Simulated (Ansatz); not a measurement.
System: CH$_{6}$SSi (Si(SMe)H3).

The calculation's input:

```
crystal:
  periodic: [false, false, false]
  atoms:
    - {symbol: Si, position_ang: [-0.372589, 0.844833, -1.172066]}
    - {symbol: S, position_ang: [-0.438112, 0.804706, 0.965051]}
    - {symbol: C, position_ang: [0.359571, -0.820301, 1.246981]}
    - {symbol: H, position_ang: [-0.226629, -1.629756, 0.793989]}
    - {symbol: H, position_ang: [0.392660, -0.967894, 2.333311]}
    - {symbol: H, position_ang: [1.384177, -0.832474, 0.854442]}
    - {symbol: H, position_ang: [1.036057, 0.839148, -1.681892]}
    - {symbol: H, position_ang: [-1.059010, 2.104220, -1.585174]}
    - {symbol: H, position_ang: [-1.076113, -0.342483, -1.754643]}
basis:
  gaussian: {orbitals: def2-TZVP, initial_orbitals: start.molden}
hamiltonian: {xc: pbe0, dispersion: d4}
scf: {omitted_lower_state_checks: [starts]}
output: {orbitals: {seedname: orbitals}}
```

Launched as:

```sh
ansatz run in.yaml --threads 4 --pin off --events-out ev --progress --plain --max-ram 3916MiB
```

Geometry: PBE-D4/def2-TZVP.

Method: Ansatz, RKS PBE0-D4/def2-TZVP.

### Predict the electron density and electron localisation function between the atoms.

C–S (1.83 Å): ρ is about 1.2 e/Å³ halfway; the ELF peaks at about 0.90 between the atoms: a covalent bond.
Si–S (2.14 Å): ρ is about 0.84 e/Å³ halfway; the ELF peaks at about 0.95 between the atoms, as expected for localised, covalent bonding.
C–H (1.10 Å): the density is about 2 e/Å³ at the midpoint; the ELF climbs to about 1 towards the hydrogen, as it does in any bond to H: a covalent bond by its length.
Si–H (1.49 Å): ρ at the midpoint is about 0.8 e/Å³; the ELF climbs to about 1 towards the hydrogen.

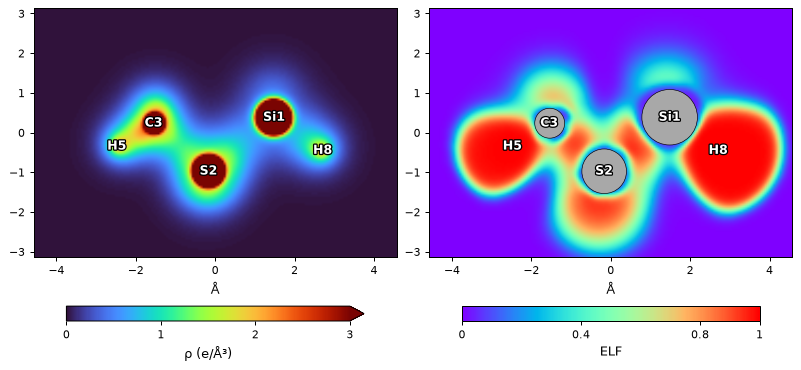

Computed electron density and electron localisation function on the plane of atoms S2, Si1 and H8, in this order. Grey discs cover the atomic cores in the ELF map. 
